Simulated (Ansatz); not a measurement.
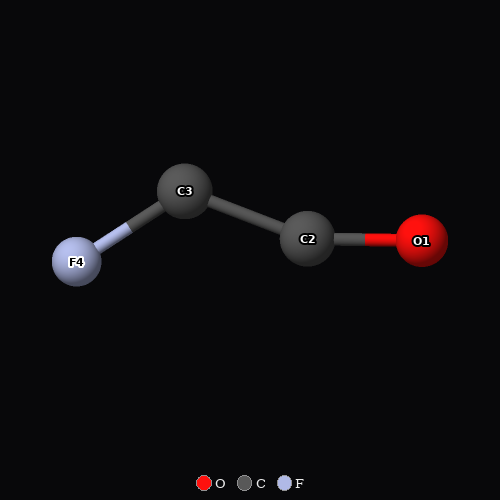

The system is C2FO, SMILES [O]C#CF, spin multiplicity 2; the picture shows the reference structure. The first coordinate is: angle O1–C2–C3; the second: dihedral O1–C2–C3–F4. Nothing is relaxed (all other coordinates rigid). Grid: 9 × 9 points; 45 points were computed and 36 follow by symmetry. Points are written as (first, second). Energies: kJ/mol, counted from the lowest grid point. In part of the range the unrestricted reference is strongly spin-contaminated. Level of theory: UKS wB97M-V/def2-SVP (Ansatz 0.2.0).

Its coordinates:

```yaml
atoms:
  - { symbol: O, position_ang: [0.9609, -0.7961, 1.2623] }
  - { symbol: C, position_ang: [0.3107, -0.2974, 0.4359] }
  - { symbol: C, position_ang: [-0.0973, 0.5956, -0.4852] }
  - { symbol: F, position_ang: [-1.1742, 0.4979, -1.2130] }
```

Range: angle O1–C2–C3 from 125.0 to 179.0°; dihedral O1–C2–C3–F4 from −180 to 140°.

> What landscape does the calculation give?

The lowest grid point is at (158.7°, −180°). No other kind of well shows on this grid. The highest grid point, (125.0°, −20°), lies 217 kJ/mol above the lowest. Round the minimum the two coordinates are nearly uncoupled.

```tsv
dihedral O1–C2–C3–F4 ↓, angle O1–C2–C3 →	125.0	131.7	138.5	145.2	152.0	158.7	165.5	172.2	179.0
140	94	62	38	22	12	7	7	12	20
100	115	87	65	47	35	27	22	20	22
60	164	136	111	90	71	56	43	32	23
20	217	192	160	132	108	84	60	40	24
−20	217	192	160	132	108	84	60	40	24
−60	164	136	111	90	71	56	43	32	23
−100	115	87	65	47	35	27	22	20	22
−140	94	62	38	22	12	7	7	12	20
−180	87	54	30	13	4	0	2	8	20
```

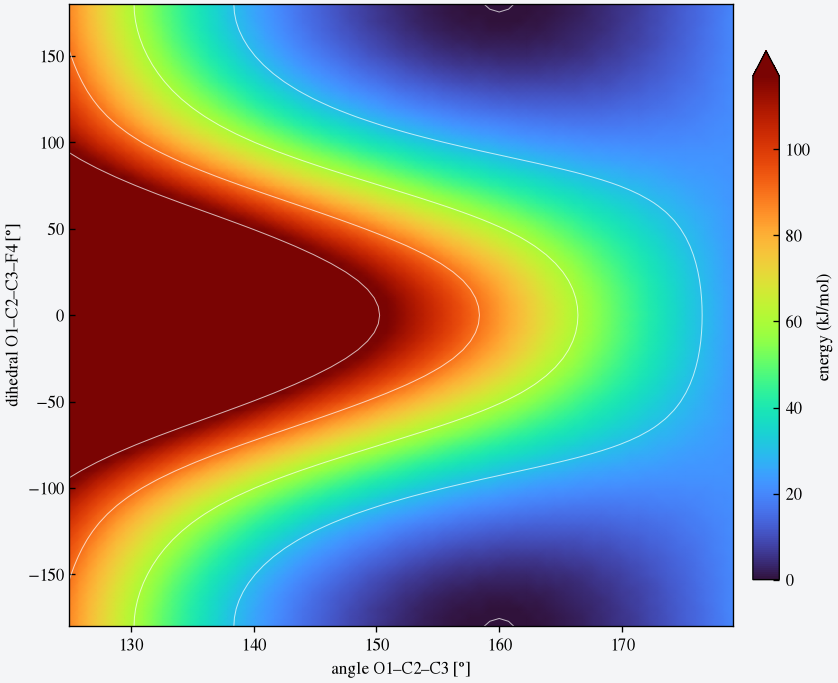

The picture shows a smooth colour map with a few white contour lines, one colour for all values above the top of the scale. Between grid points the surface is interpolated.

The whole map (45 points run) took 11 min on 1 thread of Intel(R) Xeon(R) Platinum 8259CL CPU @ 2.50GHz (Skylake/Cascade Lake), on a shared host.
